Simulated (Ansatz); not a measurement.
The figure comes from a scan of Ag (fcc, Cu type): one Ag atom of a 4-atom cell moves by s towards the nearest neighbour, with its periodic images. All values below come from r2SCAN (plane waves to 500 eV, PAW, scalar-relativistic; Ansatz, a program for electronic structure). k mesh 9×9×9 (Γ-centred), Fermi-Dirac smearing 0.05 eV. Energies are smeared free energies. With partly filled bands, energies and forces of such displacements shift with the k mesh and the smearing. On this mesh the relaxed cell isn't quite at rest: it carries a pressure of -0.1 GPa (compression positive) at the zero of the scan. Ag was relaxed with its symmetry unable to fall. The PAW data are Ansatz's earlier set. ΔE is measured from the undisplaced structure.

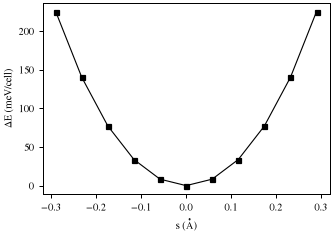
Fig. 1. ΔE (meV/cell) against s (Å); one marker a computed point.

### Question
Turn the plot into a table (rounded to what can be read).

### Answer
To the nearest 5:

```json
[
 {"s (Å)": "-0.290", "ΔE (meV/cell)": "225"},
 {"s (Å)": "-0.232", "ΔE (meV/cell)": "140"},
 {"s (Å)": "-0.174", "ΔE (meV/cell)": "75"},
 {"s (Å)": "-0.116", "ΔE (meV/cell)": "35"},
 {"s (Å)": "-0.058", "ΔE (meV/cell)": "10"},
 {"s (Å)": "0.000", "ΔE (meV/cell)": "0"},
 {"s (Å)": "0.058", "ΔE (meV/cell)": "10"},
 {"s (Å)": "0.116", "ΔE (meV/cell)": "35"},
 {"s (Å)": "0.174", "ΔE (meV/cell)": "75"},
 {"s (Å)": "0.232", "ΔE (meV/cell)": "140"},
 {"s (Å)": "0.290", "ΔE (meV/cell)": "225"}
]
```

(A displaced cell: forces are minus the slopes of the energy, force constants its curvatures, and phonons follow from these.)
